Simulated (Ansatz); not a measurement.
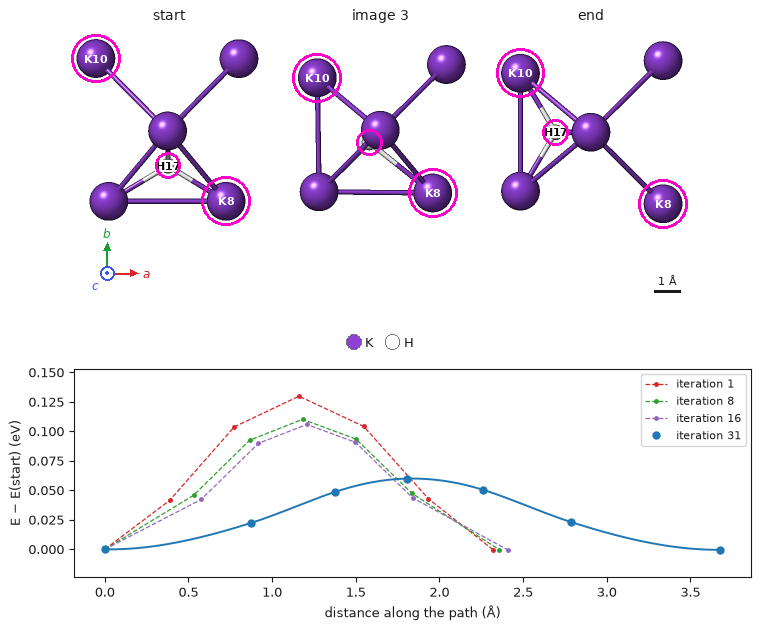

NEB run on K with an interstitial H (17 atoms in the cell). Images are numbered from 0 (start) to 6 (end). The plot follows the band through its iterations. A ball-and-stick model of the atoms within 5.1 Å of the middle of the path, seen along the c axis. The atoms that move most are ringed. Bonds to atoms that aren't drawn are left out.

Level of theory: DFT PBE, scalar-relativistic, plane waves, PAW in Ansatz 0.2.0.

Input file:
```yaml
crystal:
  lattice:
    - [10.46, 0.0, 0.0]
    - [0.0, 10.46, 0.0]
    - [0.0, 0.0, 10.46]
  atoms:
    - { symbol: K, position: [0.00011169, 0.01810566, -0.01116759] }
    - { symbol: K, position: [0.49980985, -0.02221979, -0.01432531] }
    - { symbol: K, position: [0.00066306, 0.48830225, 0.01658238] }
    - { symbol: K, position: [0.00010907, 0.01813886, 0.51147649] }
    - { symbol: K, position: [0.28325496, 0.2447441, 0.25023676] }
    - { symbol: K, position: [0.50026553, 0.50455588, 0.03314199] }
    - { symbol: K, position: [0.49980534, -0.02215259, 0.51450869] }
    - { symbol: K, position: [0.7163474, 0.24489492, 0.25020918] }
    - { symbol: K, position: [0.00065474, 0.48822034, 0.48370972] }
    - { symbol: K, position: [0.23559871, 0.77205198, 0.25013253] }
    - { symbol: K, position: [0.26649337, 0.26117354, 0.7502734] }
    - { symbol: K, position: [0.50021622, 0.50439997, 0.4668028] }
    - { symbol: K, position: [0.76386478, 0.77163352, 0.25013141] }
    - { symbol: K, position: [0.73361507, 0.26140834, 0.75026653] }
    - { symbol: K, position: [0.23936499, 0.73107735, 0.75013721] }
    - { symbol: K, position: [0.76077954, 0.73094489, 0.750132] }
    - { symbol: H, position: [0.50220069, 0.37610138, 0.25038621] }
basis:
  ecutwfc: 420.0
kpoints:
  mp_grid: { grid: [2, 2, 2] }
hamiltonian:
  xc: pbe
scf:
  occupations: { method: gaussian, width: 0.05 }
  lower_state_search: "off"
neb:
  images: 5
  f_tol: 0.05
  initial_path: linear
  max_iterations: 80
  optimiser: lbfgs
  spring: { min: 2.0, max: 10.0 }
  final_atoms:
    - { symbol: K, position: [0.01848819, -5.396e-05, -0.01140793] }
    - { symbol: K, position: [0.4883085, -0.00020066, 0.01612775] }
    - { symbol: K, position: [-0.02124022, 0.500024, -0.01388643] }
    - { symbol: K, position: [0.01831106, -5.583e-05, 0.51129816] }
    - { symbol: K, position: [0.24523155, 0.2823975, 0.24973426] }
    - { symbol: K, position: [0.50501283, 0.49990878, 0.03226569] }
    - { symbol: K, position: [0.48862017, -0.00020613, 0.48382743] }
    - { symbol: K, position: [0.77156799, 0.23573269, 0.25023323] }
    - { symbol: K, position: [-0.02181338, 0.50002388, 0.51455851] }
    - { symbol: K, position: [0.24513397, 0.71768675, 0.24970359] }
    - { symbol: K, position: [0.26169419, 0.26614434, 0.74921206] }
    - { symbol: K, position: [0.50518634, 0.49987977, 0.46798192] }
    - { symbol: K, position: [0.77168933, 0.76436693, 0.25023344] }
    - { symbol: K, position: [0.73188586, 0.23846211, 0.74983118] }
    - { symbol: K, position: [0.26161604, 0.73380651, 0.74920303] }
    - { symbol: K, position: [0.73192575, 0.76146527, 0.74982909] }
    - { symbol: H, position: [0.37475884, 0.49954736, 0.2479296] }
  order_check: true
```

Launched with:
```bash
ansatz run input.yaml --threads 4 --pin off --max-ram 10240MiB --backend cpu --events-out ev --progress --plain --runs-dir out
```

Did the band converge, and can the barrier be trusted?

Answer. The run is converged, with reservations. The band converged in 31 iterations. The climbing image converged on the top of the path. A check of its curvatures didn't confirm a first-order saddle. The first iteration put the highest image at 0.130 eV. The two ends have nearly the same energy, and the highest point, image 3, lies 0.060 eV above the start.

Cost: 25 min on 4 threads of Intel(R) Xeon(R) Platinum 8488C (Sapphire Rapids), with other jobs on the host, peak memory 5.9 GiB.
